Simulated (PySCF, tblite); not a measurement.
# C₆H₈ClFO: dynamics, then NMR shifts on frames, part 2 of 2

tblite 0.8.0 and PySCF 2.14.0. Atoms count from 0. The steps go on from the part before.

**5. NMR shieldings: 625 fs, PBE0/pcSseg-1**

What the job is given:

```
{"job": {"kind": "nmr", "xc": "PBE0", "basis": "pcSseg-1", "pop": false}, "charge": 0, "multiplicity": 1}
C      1.954700     1.695500     0.678900
C      0.770200     1.261300     0.942200
C      0.286900    -0.149800     0.746000
Cl    -0.151000    -0.719800     2.359400
C     -0.952900    -0.029800    -0.117900
C     -1.715600    -1.407300    -0.167900
F     -1.803300     0.850300     0.450800
C     -0.608300     0.393000    -1.549300
O      0.373100     0.072000    -2.165400
H      2.743300     1.027000     0.226600
H      2.215000     2.771600     0.916200
H      0.065900     1.992800     1.439700
H      0.947900    -0.759200     0.165700
H     -2.256100    -1.390900     0.826000
H     -0.947000    -2.190400    -0.144400
H     -2.378100    -1.474600    -1.040100
H     -1.410500     0.989100    -2.027600
```

Method: GIAO PBE0/pcSseg-1 NMR shielding, non-relativistic, gas phase.

What it wrote:

```text
coarse grid: 15272 points
cycle   1  E = -867.7589009736  dE =  1.252e+00  |g| = 9.154e-01  |ddm| = 3.715e+00
cycle   2  E = -867.2706479787  dE =  4.883e-01  |g| = 1.847e+00  |ddm| = 2.366e+00
cycle   3  E = -867.9147106193  dE = -6.441e-01  |g| = 2.001e-01  |ddm| = 1.841e+00
cycle   4  E = -867.9220099033  dE = -7.299e-03  |g| = 8.524e-02  |ddm| = 2.265e-01
cycle   5  E = -867.9231687588  dE = -1.159e-03  |g| = 2.114e-02  |ddm| = 7.160e-02
cycle   6  E = -867.9232531528  dE = -8.439e-05  |g| = 5.842e-03  |ddm| = 2.009e-02
cycle   7  E = -867.9232597293  dE = -6.576e-06  |g| = 1.528e-03  |ddm| = 5.859e-03
final grid: 144784 points
cycle   8  E = -867.9940880105  dE = -2.990e-05  |g| = 1.291e-02  |ddm| = 3.905e-02
cycle   9  E = -867.9940009061  dE =  8.710e-05  |g| = 2.497e-02  |ddm| = 2.903e-02
cycle  10  E = -867.9941201115  dE = -1.192e-04  |g| = 2.305e-03  |ddm| = 2.000e-02
cycle  11  E = -867.9941212227  dE = -1.111e-06  |g| = 4.341e-04  |ddm| = 1.963e-03
cycle  12  E = -867.9941212545  dE = -3.182e-08  |g| = 1.513e-04  |ddm| = 5.344e-04
cycle  13  E = -867.9941212584  dE = -3.885e-09  |g| = 3.999e-05  |ddm| = 1.387e-04
cycle  14  E = -867.9941212587  dE = -3.031e-10  |g| = 1.230e-05  |ddm| = 4.368e-05
converged SCF energy = -867.9941212587

GIAO shielding tensors (ppm)
atom      isotropic    diamagn.    paramagn.     s11        s22        s33       span
  0 C       60.649     254.212    -193.562    -43.929     77.328    148.549    192.478
  1 C       42.418     256.217    -213.799    -78.936     64.831    141.358    220.294
  2 C      118.454     246.490    -128.036    103.783    118.121    133.459     29.676
  3 Cl     818.590    1147.965    -329.374    622.017    788.402   1045.352    423.336
  4 C       87.283     252.677    -165.393     73.458     82.382    106.010     32.552
  5 C      152.613     248.933     -96.320    125.380    159.039    173.420     48.040
  6 F      379.340     476.643     -97.303    339.118    394.972    403.930     64.812
  7 C      -23.534     247.487    -271.020   -111.562    -39.097     80.059    191.620
  8 O     -351.116     402.236    -753.352   -997.134   -438.404    382.191   1379.325
  9 H       25.511      29.456      -3.946     22.152     24.136     30.245      8.093
 10 H       25.425      26.764      -1.339     23.105     23.484     29.687      6.583
 11 H       24.787      30.464      -5.678     21.947     23.163     29.250      7.303
 12 H       27.942      32.702      -4.761     24.338     26.544     32.942      8.604
 13 H       28.340      28.887      -0.548     24.212     28.900     31.906      7.694
 14 H       30.100      29.661       0.439     25.763     29.082     35.455      9.692
 15 H       29.406      28.740       0.667     25.948     27.091     35.179      9.231
 16 H       21.544      28.258      -6.715     18.951     20.881     24.799      5.847
```

Wall time 29 s (1 thread of Arm Neoverse V1, shared host); peak memory 0.91 GiB.

Key values: δ C7 210.5, C1 144.5, C0 126.3, C4 99.6, H16 10.17, H11 6.93 ppm.

**6. Shielding tensors: 800 fs, PBE0/pcSseg-1**

What the job is given:

```
{"job": {"kind": "nmr", "xc": "PBE0", "basis": "pcSseg-1", "pop": false}, "charge": 0, "multiplicity": 1}
C      1.546800     1.938900     0.547200
C      0.669200     1.298300     1.354200
C      0.219900    -0.089900     1.031600
Cl    -0.185300    -0.763200     2.625600
C     -0.977400    -0.010000     0.154800
C     -1.768000    -1.322400     0.016300
F     -1.935200     0.931200     0.688100
C     -0.648600     0.421300    -1.256900
O      0.315300     0.087800    -1.892200
H      2.022100     1.524000    -0.334000
H      1.978000     2.934300     0.763300
H      0.119600     1.740600     2.144300
H      0.991300    -0.657100     0.593400
H     -2.167200    -1.624600     0.973600
H     -1.074600    -2.098400    -0.420500
H     -2.562800    -1.226600    -0.715500
H     -1.453900     1.071700    -1.652400
```

Level: GIAO PBE0/pcSseg-1 NMR shielding, non-relativistic, gas phase.

What it wrote:

```text
coarse grid: 15272 points
cycle   1  E = -867.7610863073  dE =  1.206e+00  |g| = 9.200e-01  |ddm| = 3.710e+00
cycle   2  E = -867.2589989506  dE =  5.021e-01  |g| = 1.883e+00  |ddm| = 2.288e+00
cycle   3  E = -867.9194852191  dE = -6.605e-01  |g| = 1.808e-01  |ddm| = 1.739e+00
cycle   4  E = -867.9252042906  dE = -5.719e-03  |g| = 9.315e-02  |ddm| = 2.148e-01
cycle   5  E = -867.9266038467  dE = -1.400e-03  |g| = 2.527e-02  |ddm| = 7.798e-02
cycle   6  E = -867.9267229676  dE = -1.191e-04  |g| = 5.827e-03  |ddm| = 2.216e-02
cycle   7  E = -867.9267296110  dE = -6.643e-06  |g| = 1.445e-03  |ddm| = 5.603e-03
final grid: 144784 points
cycle   8  E = -867.9977454320  dE = -3.531e-05  |g| = 1.356e-02  |ddm| = 3.447e-02
cycle   9  E = -867.9976557916  dE =  8.964e-05  |g| = 2.574e-02  |ddm| = 2.925e-02
cycle  10  E = -867.9977808906  dE = -1.251e-04  |g| = 2.625e-03  |ddm| = 1.986e-02
cycle  11  E = -867.9977823169  dE = -1.426e-06  |g| = 5.211e-04  |ddm| = 2.173e-03
cycle  12  E = -867.9977823600  dE = -4.311e-08  |g| = 1.960e-04  |ddm| = 5.905e-04
cycle  13  E = -867.9977823670  dE = -6.975e-09  |g| = 4.323e-05  |ddm| = 1.719e-04
cycle  14  E = -867.9977823674  dE = -3.643e-10  |g| = 1.509e-05  |ddm| = 5.511e-05
converged SCF energy = -867.9977823674

GIAO shielding tensors (ppm)
atom      isotropic    diamagn.    paramagn.     s11        s22        s33       span
  0 C       56.556     251.978    -195.422    -46.083     51.491    164.259    210.342
  1 C       34.737     256.997    -222.260    -85.097     53.948    135.361    220.459
  2 C      124.213     244.655    -120.442    107.097    123.698    141.843     34.746
  3 Cl     806.663    1148.039    -341.376    587.281    786.997   1045.712    458.432
  4 C       76.992     251.612    -174.620     56.468     68.719    105.791     49.323
  5 C      160.314     247.652     -87.338    137.026    161.867    182.051     45.025
  6 F      349.761     476.724    -126.962    293.204    346.495    409.585    116.381
  7 C      -24.023     248.521    -272.544   -111.064    -40.199     79.194    190.258
  8 O     -336.225     402.538    -738.763   -962.806   -426.287    380.418   1343.224
  9 H       26.072      31.242      -5.170     22.798     24.734     30.683      7.885
 10 H       25.762      26.776      -1.013     23.749     24.635     28.903      5.154
 11 H       25.357      32.233      -6.876     21.029     24.733     30.309      9.279
 12 H       27.909      32.242      -4.333     23.760     26.688     33.279      9.519
 13 H       29.377      29.609      -0.232     24.694     29.994     33.443      8.749
 14 H       30.005      28.822       1.183     25.839     27.823     36.353     10.514
 15 H       30.093      29.165       0.928     26.279     27.911     36.087      9.807
 16 H       21.602      28.925      -7.323     18.308     21.127     25.372      7.063
```

Run time: 29 s. Hardware: 1 thread of Arm Neoverse V1, shared host; peak memory 0.91 GiB.

Key values: δ C7 210.9, C1 152.2, C0 130.4, C4 109.9, H16 10.11, H11 6.36 ppm.

**7. NMR shieldings: 1000 fs, PBE0/pcSseg-1**

What the job is given:

```
{"job": {"kind": "nmr", "xc": "PBE0", "basis": "pcSseg-1", "pop": false}, "charge": 0, "multiplicity": 1}
C      1.429800     2.398100     1.068400
C      0.233200     1.862800     1.202700
C     -0.001300     0.374200     1.115500
Cl    -0.231700    -0.287600     2.732500
C     -1.226500     0.065100     0.266100
C     -1.456900    -1.429200     0.339200
F     -2.324000     0.693600     0.861300
C     -1.101100     0.571100    -1.134300
O     -0.189600     0.340600    -1.879300
H      2.233100     1.764700     0.941700
H      1.581900     3.436400     1.188100
H     -0.675200     2.437700     1.245800
H      0.876200    -0.123300     0.667200
H     -1.627700    -1.690200     1.384900
H     -0.712800    -2.050400    -0.102100
H     -2.404000    -1.633400    -0.165200
H     -2.013800     1.188000    -1.480700
```

Level: GIAO PBE0/pcSseg-1 NMR shielding, non-relativistic, gas phase.

What it wrote:

```text
coarse grid: 15272 points
cycle   1  E = -867.7574359504  dE =  1.340e+00  |g| = 9.350e-01  |ddm| = 3.726e+00
cycle   2  E = -867.2427821429  dE =  5.147e-01  |g| = 1.895e+00  |ddm| = 2.372e+00
cycle   3  E = -867.9210340738  dE = -6.783e-01  |g| = 1.991e-01  |ddm| = 1.839e+00
cycle   4  E = -867.9282831746  dE = -7.249e-03  |g| = 8.716e-02  |ddm| = 2.213e-01
cycle   5  E = -867.9294460178  dE = -1.163e-03  |g| = 2.453e-02  |ddm| = 7.251e-02
cycle   6  E = -867.9295562856  dE = -1.103e-04  |g| = 6.028e-03  |ddm| = 2.181e-02
cycle   7  E = -867.9295631688  dE = -6.883e-06  |g| = 1.645e-03  |ddm| = 6.015e-03
final grid: 144784 points
cycle   8  E = -868.0003259641  dE = -3.146e-05  |g| = 1.444e-02  |ddm| = 3.520e-02
cycle   9  E = -868.0002201309  dE =  1.058e-04  |g| = 2.770e-02  |ddm| = 3.163e-02
cycle  10  E = -868.0003664197  dE = -1.463e-04  |g| = 2.759e-03  |ddm| = 2.182e-02
cycle  11  E = -868.0003680225  dE = -1.603e-06  |g| = 4.785e-04  |ddm| = 2.263e-03
cycle  12  E = -868.0003680591  dE = -3.655e-08  |g| = 1.805e-04  |ddm| = 5.730e-04
cycle  13  E = -868.0003680646  dE = -5.491e-09  |g| = 4.021e-05  |ddm| = 1.483e-04
cycle  14  E = -868.0003680649  dE = -2.781e-10  |g| = 1.075e-05  |ddm| = 4.604e-05
converged SCF energy = -868.0003680649

GIAO shielding tensors (ppm)
atom      isotropic    diamagn.    paramagn.     s11        s22        s33       span
  0 C       60.028     253.439    -193.411    -59.546     73.246    166.385    225.931
  1 C       42.256     256.036    -213.780    -83.118     52.446    157.441    240.559
  2 C      114.249     245.558    -131.310     95.154    122.367    125.224     30.070
  3 Cl     784.336    1147.816    -363.481    558.074    772.173   1022.760    464.686
  4 C       87.330     254.715    -167.386     64.354     78.678    118.958     54.603
  5 C      163.572     243.340     -79.768    140.159    163.566    186.992     46.833
  6 F      367.632     475.831    -108.199    320.662    372.991    409.243     88.581
  7 C      -25.441     246.166    -271.607   -113.179    -38.551     75.406    188.584
  8 O     -373.463     403.091    -776.553  -1050.174   -449.387    379.173   1429.347
  9 H       26.792      33.042      -6.250     21.396     26.485     32.495     11.099
 10 H       26.335      28.343      -2.008     22.797     25.687     30.520      7.724
 11 H       25.412      31.425      -6.013     21.772     23.954     30.511      8.739
 12 H       27.203      31.892      -4.688     23.952     25.047     32.611      8.659
 13 H       28.643      29.432      -0.789     22.984     30.924     32.021      9.038
 14 H       31.060      29.541       1.519     26.864     28.123     38.192     11.328
 15 H       30.314      28.194       2.121     26.023     28.141     36.779     10.756
 16 H       20.939      27.237      -6.299     18.349     19.834     24.632      6.283
```

Run time: 29 s. Hardware: 1 thread of Arm Neoverse V1, shared host; peak memory 0.9 GiB.

In short: δ C7 212.4, C1 144.7, C0 126.9, C4 99.6, H16 10.78, H11 6.30 ppm.

**8. Run by run: NMR shifts**

Shifts (ppm) of some atoms, chosen among heavy atoms and hydrogens apart, with basis size and wall time:

| frame | C1 | C2 | H9 | H12 | Cl3 | F6 | O8 | functions | time |
| --- | --- | --- | --- | --- | --- | --- | --- | --- | --- |
| 250 fs | 137.7 | 76.8 | 5.36 | 4.81 | 147 | -205.7 | 702.2 | 200 | 29 s |
| 425 fs | 152.1 | 78.6 | 5.46 | 5.12 | 185 | -174.6 | 722.2 | 200 | 29 s |
| 625 fs | 144.5 | 68.5 | 6.21 | 3.78 | 131 | -208.4 | 687.2 | 200 | 29 s |
| 800 fs | 152.2 | 62.7 | 5.65 | 3.81 | 143 | -178.8 | 672.3 | 200 | 29 s |
| 1000 fs | 144.7 | 72.7 | 4.93 | 4.51 | 165 | -196.7 | 709.5 | 200 | 29 s |

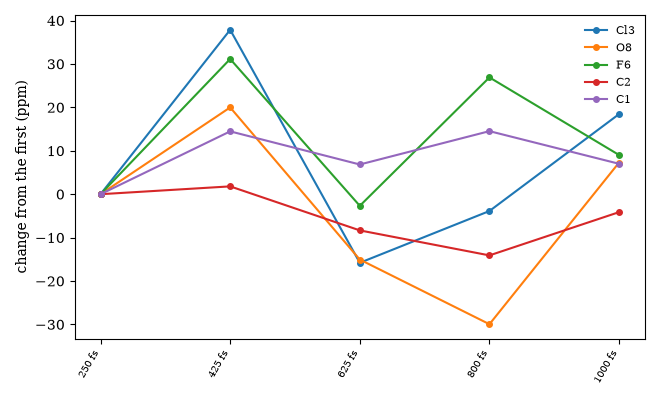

How five of the tabulated atoms move from run to run.

**9. Outcome**

This closing draws on all 2 parts.

| quantity | value |
| --- | --- |
| thermostat | 200 K |
| mean temperature, second half | 201 K |
| mean potential energy above the minimum | 0.37 eV |
| 13C shifts against TMS (PBE0/pcSseg-1, 250 fs) | 210.0, 137.7, 123.3, 102.0, 76.8, 24.6 ppm |
| 1H shifts against TMS (PBE0/pcSseg-1, 250 fs) | 10.21, 6.02, 5.71, 5.36, 4.81, 3.04, 1.92, 0.63 ppm |
| 35Cl shifts against HCl (PBE0/pcSseg-1, 250 fs) | 147 ppm |
| 19F shifts against CFCl3 (PBE0/pcSseg-1, 250 fs) | -205.7 ppm |
| 17O shifts against H2O (PBE0/pcSseg-1, 250 fs) | 702.2 ppm |
| range of the shift of Cl3 | 131 to 185 ppm |

**Reading.** In the second half the potential energy averages 0.37 eV above the minimum; equipartition over 45 harmonic modes at 200 K would give 0.39 eV. With 17 atoms the temperature swings widely (125 to 278 K). Shifts at one fixed geometry are not the observed spectrum, which averages over the motion. In the first frame run (250 fs): The largest span, 1411 ppm, is at O8, where the paramagnetic term is -769 ppm. Across the 5 runs the shift of Cl3 moves most, between 131 (625 fs) and 185 ppm (425 fs).
